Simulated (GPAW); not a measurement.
# free-standing square Eu monolayer, spacing 4.32 A: exchange couplings by hand from total energies

Aim: get Heisenberg couplings of free-standing square Eu monolayer, spacing 4.32 A from the energies of collinear orders, with pencil and paper, and test them on an order left out of the fit.

Calculated with GPAW 26.7.0; LDA with U = 4.8 eV on Eu f; plane waves with GPAW's PAW setups, scalar-relativistic.

### Step 1. The starting structure

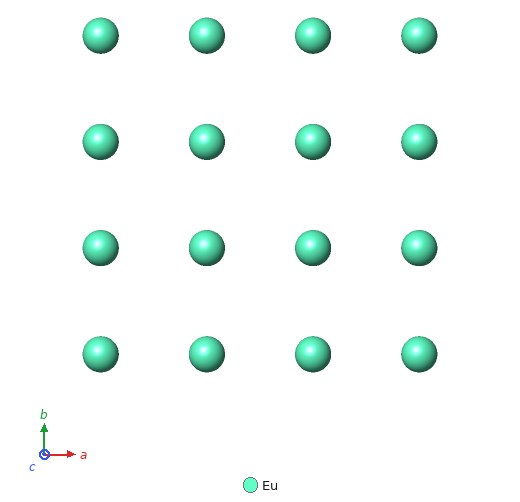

The starting structure, seen from above (europium green). 3×3×1 cells are drawn. Some periodic images of atoms are drawn too.

The cell holds 1 atom: 1 Eu. Cell: a = 4.320 Å, b = 4.320 Å, c = 14.000 Å, α = 90.0°, β = 90.0°, γ = 90.0°. model lattice. Vacuum lies along c.

As a file:

```
Eu
1.0
     4.32000    0.00000    0.00000
     0.00000    4.32000    0.00000
     0.00000    0.00000   14.00000
Eu
1
Direct
  0.00000 0.00000 0.50000
```

### Step 2. The parallel order

All energies count from this run. A Hubbard U of customary size acts on the open shell; it was not fitted to this crystal.

order1.py

```python
import json
import numpy as np
from ase import Atoms
from ase.parallel import paropen, parprint
from gpaw import GPAW

atoms = Atoms(['Eu'],
    cell=[[4.32, 0.0, 0.0],
         [0.0, 4.32, 0.0],
         [0.0, 0.0, 14.0]],
    scaled_positions=[[0.0, 0.0, 0.5]],
    pbc=True,
    magmoms=[7.0])
atoms.calc = GPAW(mode={'name': 'pw', 'ecut': 700},
    xc='LDA',
    kpts={'size': (6, 6, 1), 'gamma': True},
    occupations={'name': 'fermi-dirac', 'width': 0.05},
    convergence={'density': 1e-05, 'energy': 1e-05},
    maxiter=200,
    setups={'Eu': ':f,4.8'},
    txt='order1.txt')
e = atoms.get_potential_energy(force_consistent=True)
res = {'free_energy': e, 'energy_sigma0': atoms.get_potential_energy(), 'fermi_energy': atoms.calc.get_fermi_level()}
res['moments'] = atoms.get_magnetic_moments().tolist()
res['total'] = atoms.get_magnetic_moment()
parprint('site moments (muB):', np.round(res['moments'], 3))
parprint(f"total moment: {res['total']:.3f} muB")
parprint(f'free energy: {e:.6f} eV')
atoms.calc.write('order1.gpw')
n = atoms.calc.get_pseudo_density()
up, down = (atoms.calc.get_pseudo_density(spin=i) for i in (0, 1))
np.savez('grids.npz', density=n, spin=up - down)
with paropen('results.json', 'w') as f:
    json.dump(res, f)
```

Started as:

```console
$ OMP_NUM_THREADS=1 python3 order1.py > order1.log
```

Numbers of over 12 decimals in the logs are rounded to 6 here.

What it wrote:

```text
site moments (muB): [6.854]
total moment: 7.275 muB
free energy: -8.565703 eV

--- order1.txt ---
Input parameters:
  mode=PW(ecut=700),
  convergence={'density': 1e-05, 'energy': 1e-05},
  kpts=MonkhorstPack(size=(6, 6, 1), gamma=True),
  maxiter=200,
  occupations=Occupations(name='fermi-dirac', width=0.05),
  setups={'Eu': ':f,4.8'},
  xc=XC(name='LDA')

Diagonalizing LCAO Hamiltonian
Converting LCAO to pw mode
[...]
|          4 |        -3.813 |     1.000 |        -3.290 |     1.000 |
[...]
|         13 |        -0.719 |     0.042 |         3.631 |     0.000 |
|         14 |        -0.467 |     0.000 |         4.951 |     0.000 |
|         15 |         1.153 |     0.000 |         4.952 |     0.000 |
|        ... |               |           |               |           |
|         18 |         1.894 |     0.000 |         5.450 |     0.000 |

No gap
No difference between direct/indirect transitions


[key lines of the parts left out:]
Free energy:      -8.565703
Converged in 11 steps
dipole moment: (-23.588409, -23.588409, -0.000000)  # |e|*Ang
Fermi level: -0.875
```

The job ended after 62 s (1 MPI rank of Arm Neoverse V2, shared host; peak memory 0.38 GiB).

Spin moment in the augmentation sphere by atom:

```csv
atom,spin moment in the augmentation sphere (μB)
Eu1,6.85
```

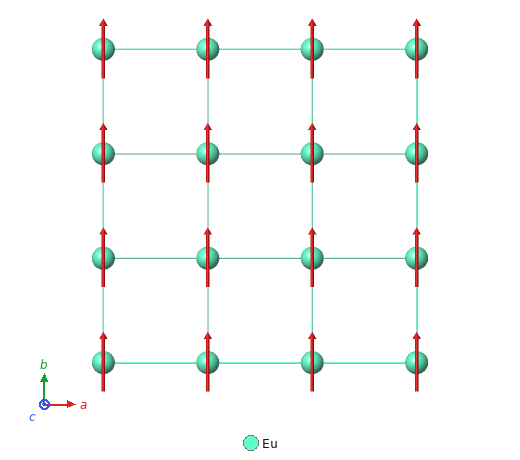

Spin moment in the augmentation sphere as arrows, the longest 6.85 μB. Up and down stand for the sign. Arrows give size and sign along the axis of quantisation, drawn up and down the page. 3×3×1 cells are drawn. Some periodic images of atoms are drawn too.

Read from the output:

- magnetization: 7.275 μB
- final state: ferromagnetic

After 11 cycles the largest moment stands at 6.85 μB.

### Step 3. The orders used for the fit

The other orders were run with the same settings, on meshes that hold the same points. Free energies (smearing 0.05 eV, its entropy term included) are divided by the number of Eu atoms; q is in fractions of the reciprocal vectors of the first run's cell.

```csv
order,atoms,mesh,free energy (eV),eV per Eu,largest moment (μB)
F +,1,6×6×1,-8.5657,-8.5657,6.85
"AF q=(0,1/2,0) +-",2,6×3×1,-17.1179,-8.5590,6.85
```

### Step 4. Counting neighbours

With E = −Σ J e_i·e_j over ordered pairs of unit vectors, turning a neighbour from parallel to opposed costs 2J a Eu atom. So an order lies 2 Σ n J over the parallel one, n being the opposed neighbours in each shell.

```csv
shell,distance (Å),neighbours,"opposed in AF q=(0,1/2,0) +-","opposed in AF q=(1/2,1/2,0) +-"
J1,4.32,4,2,4
J2,6.11,4,4,0
```

Only J1 is kept.

### Step 5. Solving

```
2 × 2 × J1 = +6.73 meV    (AF q=(0,1/2,0) +-)
J1 = +1.68 meV
```

### Step 6. The test

The couplings now give the orders that were left out:

```
2 × 4 × (+1.68) = +13.44 meV    (AF q=(1/2,1/2,0) +-)
```

The runs themselves:

```csv
order,atoms,mesh,free energy (eV),eV per Eu,largest moment (μB),over the parallel order (meV),foretold (meV)
"AF q=(1/2,1/2,0) +-",2,3×6×1,-17.1026,-8.5513,6.84,+14.38,+13.44
```

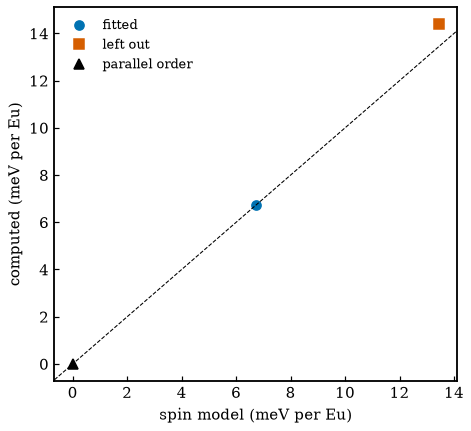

Computed energies of the orders against the model; the dashed line marks agreement.

### Step 7. What came out

```yaml
j1_eu_eu_at_4p32_a: 1.68 meV
largest_miss_on_the_orders_left_out: 0.94 meV
```

In words: The model misses the order left out by 0.94 meV, 6.5 % of the span of the orders, so it holds on this test. The first dropped shell that the test feels is J2 at 6.11 Å. The site moments spread by 0.23 % over the orders. In a metal couplings reach far, and the mesh was not tested. The couplings are effective ones: further shells with opposed neighbours are folded into them or show in the miss. No mean-field temperature is given: it needs a model that holds, an unfrustrated order and couplings in all three dimensions. The f shell is half filled, so the spin-only picture is fair.

[Logs and program files are shortened in this print: banners, set-up blocks, solver, clock and traceback lines can be left out without a mark of their own.]

[Logs are printed without paths, hosts, clocks, repeated set-up lines and the standing remarks that a program may print on its own settings, such as how far it seeks lower states.]

[Hosts, paths, dates, database ids (printed as entryN), source tags and the programs' standing remarks are cut or masked in the printed files.]

[Where a cell is said to come from a database of computed structures, the database is the Materials Project.]
